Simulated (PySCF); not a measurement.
H₃GeO₄, SMILES [O][Ge]([OH])([OH])[OH], doublet at its PBE0/def2-SVP optimised geometry (Å):

```
8

O     -1.4639     0.8001     0.0000
Ge    -0.6670    -0.8001     0.0000
O     -1.1990    -1.5313    -1.5075
O      1.0835    -0.8001     0.0000
O     -1.1604    -1.6027     1.4737
H     -2.1559    -1.4946    -1.6232
H      1.4639    -0.5716    -0.8557
H     -0.4262    -2.0821     1.8765
```

Level of theory: unrestricted PBE0/def2-TZVP (PySCF 2.14.0).

Map of the Laplacian of the electron density (e/bohr⁵) on the plane z = 0.8 Å:

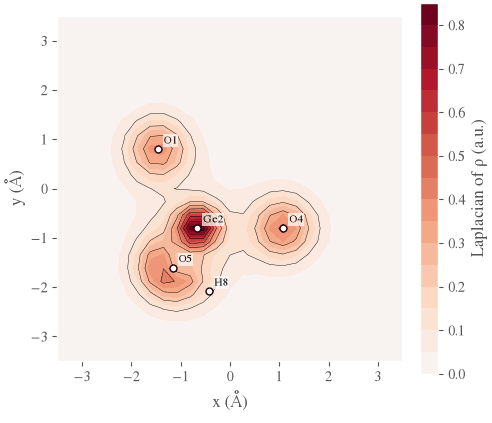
Fig. 1. Laplacian of the electron density (e/bohr⁵) on the plane z = 0.8 Å.
